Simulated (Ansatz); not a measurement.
Si (diamond structure), cut as (110) film, 18 layers, monofluoride, biaxial strain +4 %, F-ended

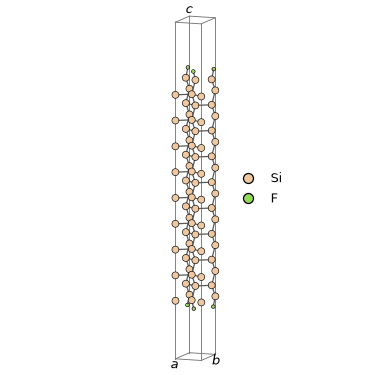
*Final geometry, one periodic cell*

Computed with PBE (plane waves to 420 eV, PAW; Ansatz, a program for electronic structure).

change of bonding against the cut: none
number of neighbours within 2.873 Å (ending not counted): 3 for 4 atoms, 4 for 32 atoms
mean Si-Si distance (least to greatest): 2.417 Å (2.383 to 2.445)
